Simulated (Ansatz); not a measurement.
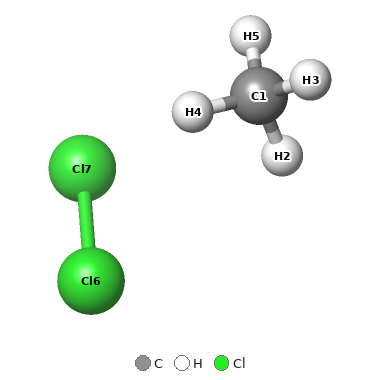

The system is the pair CH₄···Cl₂; the picture shows the reference structure. The turn is about an axis along (0.11, −0.99, −0.11) in the frame of the relaxed pair, normal to the line between the partners. First axis: distance C1···Cl7. Second axis: turn of Cl6, Cl7 about its own atom Cl7. The scan uses an 11 × 10 grid. At 2 points there is no value (left out of the scan, as a rule where atoms come close). Points are written as (first, second). All energies are given in kcal/mol relative to the lowest grid point. Energies and slopes of some neighbouring points disagree (a jump in structure or state, or too coarse a mesh). Level of theory: Ansatz 0.2.0, RHF-MP2, frozen core/def2-TZVPD.

Its coordinates:

```yaml
atoms:
  - { symbol: C, position_ang: [0.0406, 0.1134, -1.0321] }
  - { symbol: H, position_ang: [0.4669, -0.7871, -0.5945] }
  - { symbol: H, position_ang: [0.4486, 0.2617, -2.0301] }
  - { symbol: H, position_ang: [0.2875, 0.9693, -0.4070] }
  - { symbol: H, position_ang: [-1.0408, 0.0095, -1.0933] }
  - { symbol: Cl, position_ang: [0.8807, -0.1844, 2.6951] }
  - { symbol: Cl, position_ang: [-1.0834, -0.3825, 2.4621] }
```

Range: distance C1···Cl7 from 3.111 to 4.511 Å; turn of Cl6, Cl7 about its own atom Cl7 from −180 to 144°.

Question: What will the energy surface look like?

Answer: The lowest grid point is at (3.371 Å, 108°). Other grid points that lie below all their neighbours: (3.642 Å, 0°) (0.42 kcal/mol higher); (4.136 Å, −144°) (0.6 kcal/mol higher). The highest grid point, (3.258 Å, −72°), lies 488 kcal/mol above the lowest.

| second ↓, first → | 3.111 | 3.167 | 3.258 | 3.371 | 3.499 | 3.642 | 3.796 | 3.961 | 4.136 | 4.319 | 4.511 |
| --- | --- | --- | --- | --- | --- | --- | --- | --- | --- | --- | --- |
| 144 | 1 | 1 | 1 | 1 | 1 | 1 | 1 | 1 | 1 | 1 | 1 |
| 108 | 0 | 0 | 0 | 0 | 0 | 0 | 0 | 1 | 1 | 1 | 1 |
| 72 | 1 | 1 | 1 | 0 | 0 | 0 | 1 | 1 | 1 | 1 | 1 |
| 36 | 2 | 2 | 1 | 1 | 1 | 1 | 1 | 1 | 1 | 1 | 1 |
| 0 | 2 | 2 | 1 | 1 | 1 | 0 | 0 | 1 | 1 | 1 | 1 |
| −36 | 101 | 88 | 70 | 52 | 36 | 24 | 15 | 9 | 5 | 3 | 2 |
| −72 | – | – | 488 | 356 | 249 | 165 | 104 | 61 | 34 | 17 | 8 |
| −108 | 225 | 199 | 162 | 123 | 89 | 60 | 38 | 22 | 13 | 7 | 3 |
| −144 | 10 | 8 | 6 | 4 | 3 | 2 | 1 | 1 | 1 | 1 | 1 |
| −180 | 2 | 2 | 1 | 1 | 1 | 1 | 1 | 1 | 1 | 1 | 1 |

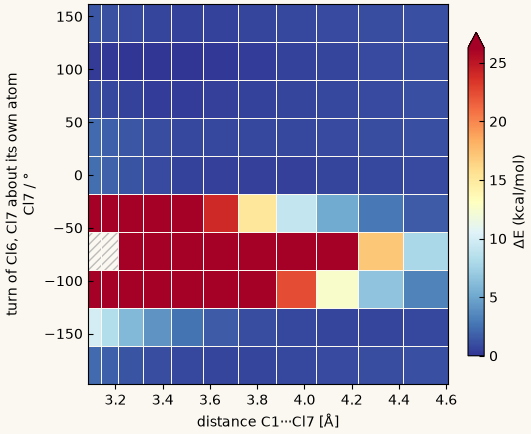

Drawn: one coloured cell a grid point, one colour for all values above the top of the scale, hatched blanks where no value was computed.

Time for the 108 points that were run: 20 min on 1 thread of Arm Neoverse V2, on a shared host.
